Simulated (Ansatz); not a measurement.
# C2H7Al: what the fields show

The calculation's input:

```
crystal:
  periodic: [false, false, false]
  atoms:
    - { symbol: Al, position_ang: [0.0, 0.0, 0.0] }
    - { symbol: H, position_ang: [1.0219, 0.0, 1.433] }
    - { symbol: C, position_ang: [2.1347, 0.0, 0.3896] }
    - { symbol: H, position_ang: [2.4643, -1.0462, 0.2194] }
    - { symbol: H, position_ang: [1.9982, 0.508, -0.5878] }
    - { symbol: H, position_ang: [2.9043, 0.5381, 0.9814] }
    - { symbol: C, position_ang: [-1.706, 0.0, -0.985] }
    - { symbol: H, position_ang: [-2.2662, -0.9305, -0.7558] }
    - { symbol: H, position_ang: [-2.3102, 0.8797, -0.6796] }
    - { symbol: H, position_ang: [-1.5043, 0.0508, -2.0753] }
basis:
  gaussian: { orbitals: "6-31G*" }
hamiltonian:
  xc: blyp
  dispersion: d4
relax:
  f_tol: 0.15
  max_steps: 25
  restrain:
    - { distance: [1, 2], at: 2.31, k: 30.0 }
    - { distance: [0, 1], at: 1.56, k: 30.0 }
    - { distance: [0, 2], at: 1.97, k: 30.0 }
output:
  orbitals: {}
```

Launched as:

```sh
ansatz run input.yaml --threads 1 --pin off --max-ram 2048MiB --backend cpu --events-out ev --progress --plain --runs-dir out
```

The fields are those of the run's last geometry, not of the input's.

Not at a stationary point (largest force 1.7 eV/Å).

Computed with RKS BLYP-D4/6-31G* (Ansatz 0.2.0).

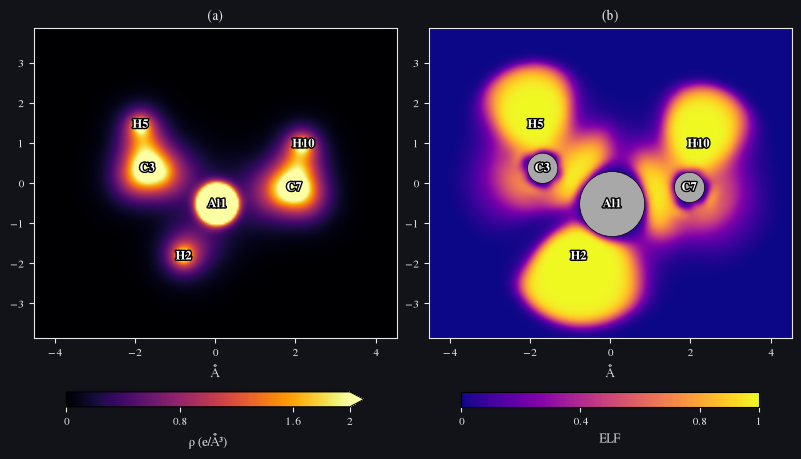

Figure 1. (a) total electron density; (b) electron localisation function on the plane of atoms H2, Al1 and C7. Grey discs cover the atomic cores in the ELF map.

Question: What does the map show?

Answer: The section cuts through Al, H and C sites. C–Al (1.95 Å): the density is about 0.68 e/Å³ at the midpoint; the ELF peaks at about 0.95 between the atoms: a shared but strongly polarised pair. C–H (1.10 Å): ρ is about 1.9 e/Å³ halfway; the ELF climbs to about 1 towards the hydrogen, as it does in any bond to H: an ordinary covalent bond to hydrogen. Al–H (1.56 Å): ρ at the midpoint is about 0.55 e/Å³; the ELF climbs to about 1 towards the hydrogen.

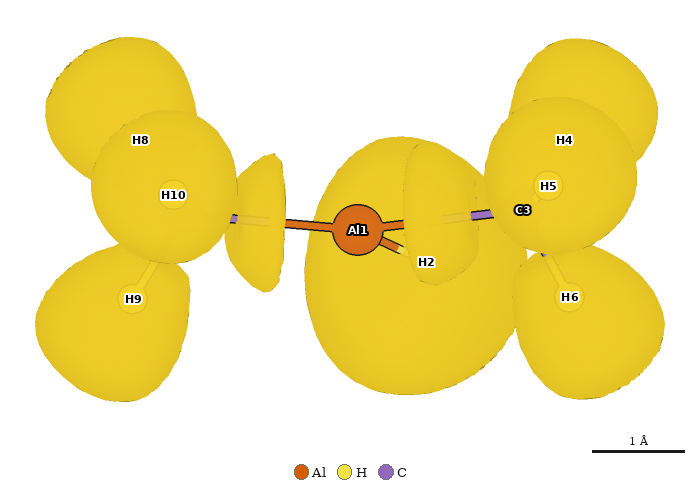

Figure 2. Isosurface of the ELF at 0.85 (yellow), seen from one side. Core shells and regions of very low density are left out.

Question: Identify the bonds, lone pairs and shells in this picture.

Answer: At this value the surface marks out one region between bonded Al–C atoms (shared pairs), seven regions around hydrogen nuclei and one region wrapped around Al (its valence shell).

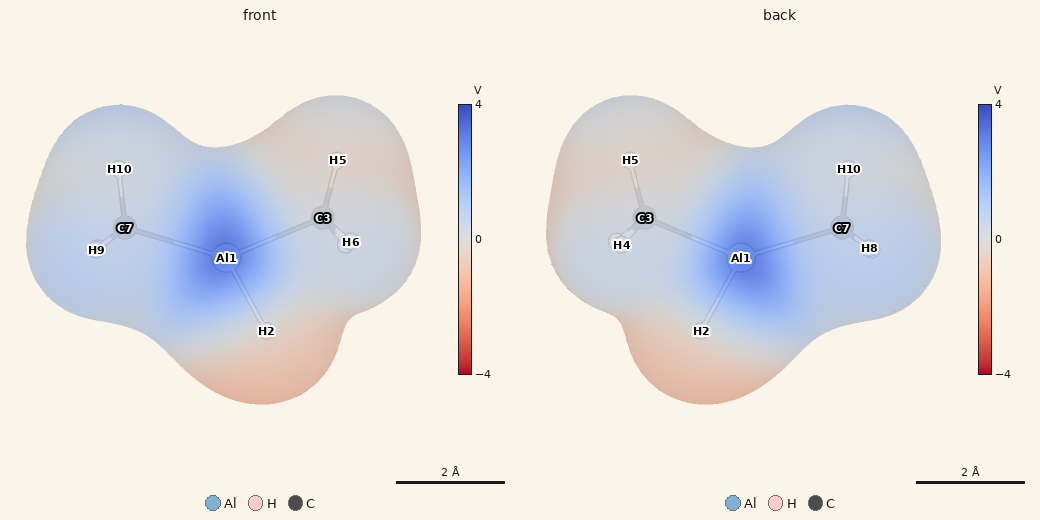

Figure 3. The electrostatic potential painted on the density surface at 0.002 e/bohr³, seen from the front and from behind; red is negative and blue positive.

Question: Describe the electrostatic potential map.

Answer: The most negative region (about −1.0 V) lies over H2, the most positive (about +3.0 V) over Al1.
